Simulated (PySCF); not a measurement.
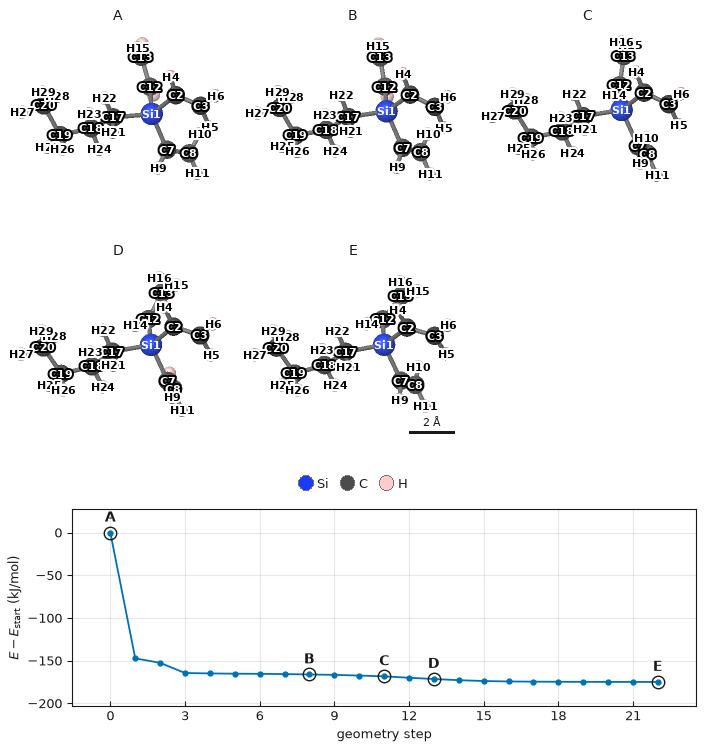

Frames of a relaxation of C₁₀H₁₈Si, marked on the history of the run. A ball-and-stick model, seen face on.

The start comes from GFN2-xTB. Its atoms were then displaced at random by about 0.03 Å.

Theory: PySCF 2.14.0, density-fitted response routines, PBE0-D3(BJ)/def2-SVP geometry optimisation, gas phase. 

What happens along the run?

The atom that moves furthest after the best rigid fit is H15 (2.10 Å). By element the largest moves are H 2.10 Å, C 1.13 Å, Si 0.23 Å. Among the contacts that change: C2–H4 0.978 → 1.099 Å, Si1–C12 1.981 → 1.877 Å, C8–H11 1.000 → 1.096 Å, C19–H26 1.024 → 1.105 Å. Among the angles between lasting bonds that change: Si1–C17–H22 115.3° → 107.9°, H28–C20–H29 114.4° → 107.4°, H27–C20–H29 114.1° → 107.5°. Groups turn about Si1–C12 by about 65°, Si1–C7 by about 25°. The energy falls by 174.9 kJ/mol in 22 geometry steps. From step 0 to 8: H10 moves most (0.47 Å), energy −166.1 kJ/mol. From step 8 to 11: H10 moves most (0.83 Å), energy −2.22 kJ/mol. From step 11 to 13: H15 moves most (0.76 Å), energy −3.10 kJ/mol. From step 13 to 22: H10 moves most (0.71 Å), energy −3.45 kJ/mol.

```json
{"step": "0", "E − E(0), kJ/mol": "0.00"}
{"step": "1", "E − E(0), kJ/mol": "-147.27"}
{"step": "2", "E − E(0), kJ/mol": "-152.53"}
{"step": "3", "E − E(0), kJ/mol": "-164.43"}
{"step": "4", "E − E(0), kJ/mol": "-164.93"}
{"step": "5", "E − E(0), kJ/mol": "-165.25"}
{"step": "6", "E − E(0), kJ/mol": "-165.40"}
{"step": "7", "E − E(0), kJ/mol": "-165.69"}
{"step": "8", "E − E(0), kJ/mol": "-166.13"}
{"step": "9", "E − E(0), kJ/mol": "-166.61"}
{"step": "10", "E − E(0), kJ/mol": "-167.43"}
{"step": "11", "E − E(0), kJ/mol": "-168.35"}
{"step": "12", "E − E(0), kJ/mol": "-170.01"}
{"step": "13", "E − E(0), kJ/mol": "-171.45"}
{"step": "14", "E − E(0), kJ/mol": "-172.84"}
{"step": "15", "E − E(0), kJ/mol": "-173.80"}
{"step": "16", "E − E(0), kJ/mol": "-174.36"}
{"step": "17", "E − E(0), kJ/mol": "-174.57"}
{"step": "18", "E − E(0), kJ/mol": "-174.71"}
{"step": "19", "E − E(0), kJ/mol": "-174.80"}
{"step": "20", "E − E(0), kJ/mol": "-174.87"}
{"step": "21", "E − E(0), kJ/mol": "-174.89"}
{"step": "22", "E − E(0), kJ/mol": "-174.90"}
```
